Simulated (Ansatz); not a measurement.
# SiH2Cl− (SMILES [SiH2-]Cl) at CCSDT/STO-3G

What is the energy change on altering one bond length of SiH2Cl− at CCSDT/STO-3G? 

The calculation is run with Ansatz 0.2.0.

1 further run of the same task is left out (set aside as unsound or not needed).

## (1) The molecule

SiH2Cl−: 4 atoms, total charge -1, spin state singlet. SMILES: `[SiH2-]Cl`. The coordinates come from a GFN2-xTB relaxation.

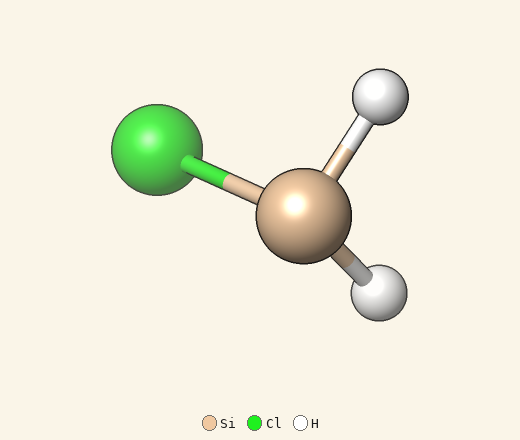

Viewed from a chosen angle; silicon light orange, chlorine green, hydrogen white.

## (2) The energy at CCSDT/STO-3G

Contents of in.yaml:

```yaml
crystal:
  periodic: [false, false, false]
  atoms:
    - {symbol: Si, position_ang: [-0.487890, 0.431230, 0.253920]}
    - {symbol: Cl, position_ang: [1.672110, -0.122480, 0.774530]}
    - {symbol: H, position_ang: [-0.971070, -0.977580, 0.165380]}
    - {symbol: H, position_ang: [-0.213160, 0.668840, -1.193830]}
basis:
  gaussian:
    orbitals: STO-3G
total_charge: -1
correlation:
  method: ccsdt
  frozen_orbitals: {Cl: 5, H: 0, Si: 5}
accuracy: high
scf:
  omitted_lower_state_checks: [cluster_reference, increment]
```

Started as:

```sh
$ ansatz run in.yaml --threads 1 --pin off --max-ram 2610MiB --events-out events.jsonl --progress --plain --runs-dir runs
```

Output, cut to the lines that bear on the results:

```text
Warning: RAYON_NUM_THREADS=1 ignored (pool sized by the plan → 1); use --threads N
Functional definition: HF
  name "HF"
[...]
338 factors; integrals over basis functions are off by at most 2.0e-8 eV
[...]
mean field -20170.13900497 eV, -741.2389366213 hartree, gradient 2.0e-8 eV, S^2 0.000000; 0 other end points of the search recorded, 0 dependent functions left out
10 core orbitals not correlated: weight in the atoms' cores, before any rotation towards them, 1.000 or more for the frozen orbitals, at most 0.000 for the correlated occupied ones
reference -20170.13900497 eV, -741.2389366213 hartree; 7, 7 occupied and 3, 3 virtual orbitals, 338 factors
second order -0.91008519 eV of doubles, -0.00000000 eV of singles
cycle   1  -1.17581534 eV  change   -2.7e-1 eV  update   4.8e-2
[...]
cycle  20  -1.33479620 eV  change  -3.2e-10 eV  update  3.9e-10
Total energy: -20171.47380117 eV, -741.2879894769 hartree
Checks for a lower state left out: cluster_reference, increment
```

It took 0.22 s on 1 thread of Arm Neoverse V1, shared host.

## (3) The distorted shape at the same level

Contents of run.yaml:

```yaml
crystal:
  periodic: [false, false, false]
  atoms:
    - {symbol: Si, position_ang: [-0.556577, 0.371824, 0.615881]}
    - {symbol: Cl, position_ang: [1.603423, -0.181886, 1.136491]}
    - {symbol: H, position_ang: [-1.039757, -1.036986, 0.527341]}
    - {symbol: H, position_ang: [-0.213160, 0.668840, -1.193830]}
basis:
  gaussian:
    orbitals: STO-3G
total_charge: -1
correlation:
  method: ccsdt
  frozen_orbitals: {Cl: 5, H: 0, Si: 5}
accuracy: high
scf:
  omitted_lower_state_checks: [cluster_reference, increment]
```

Started as:

```sh
$ ansatz run run.yaml --threads 1 --pin off --max-ram 2610MiB --events-out events.jsonl --progress --plain --runs-dir runs
```

Output, cut to the lines that bear on the results:

```text
Warning: RAYON_NUM_THREADS=1 ignored (pool sized by the plan → 1); use --threads N
[... 2 set-up lines as earlier in the session ...]
[...]
338 factors; integrals over basis functions are off by at most 9.7e-9 eV
[...]
mean field -20168.90188010 eV, -741.1934731211 hartree, gradient 9.8e-9 eV, S^2 0.000000; 0 other end points of the search recorded, 0 dependent functions left out
10 core orbitals not correlated: weight in the atoms' cores, before any rotation towards them, 1.000 or more for the frozen orbitals, at most 0.000 for the correlated occupied ones
reference -20168.90188010 eV, -741.1934731211 hartree; 7, 7 occupied and 3, 3 virtual orbitals, 338 factors
second order -1.11930255 eV of doubles, -0.00000000 eV of singles
cycle   1  -1.45692931 eV  change   -3.4e-1 eV  update   6.1e-2
[...]
cycle  23  -1.68894671 eV  change  -6.9e-10 eV  update  2.7e-10
Total energy: -20170.59082681 eV, -741.2555407677 hartree
Checks for a lower state left out: cluster_reference, increment
```

It took 0.22 s on 1 thread of Arm Neoverse V1, shared host.

## (4) What came out

At CCSDT/STO-3G, 10 core orbitals frozen:

| quantity | value |
| --- | --- |
| first shape: total energy | -741.28799 Eh |
| first shape: correlation energy (10 core orbitals frozen) | -49.1 mEh |
| first shape: T1 diagnostic | 0.006 |
| distorted shape: total energy | -741.25554 Eh |
| distorted shape: correlation energy (10 core orbitals frozen) | -62.1 mEh |
| distorted shape: T1 diagnostic | 0.009 |
| energy change with the Si1–H4 bond stretched from 1.493 to 1.866 Å | 0.883 eV |

In words: With the Si1–H4 bond stretched from 1.493 to 1.866 Å the energy rises by 0.88 eV (85.2 kJ/mol). The first shape isn't relaxed at this level, so the change isn't measured from a minimum. The minimal basis adds a large error of its own.
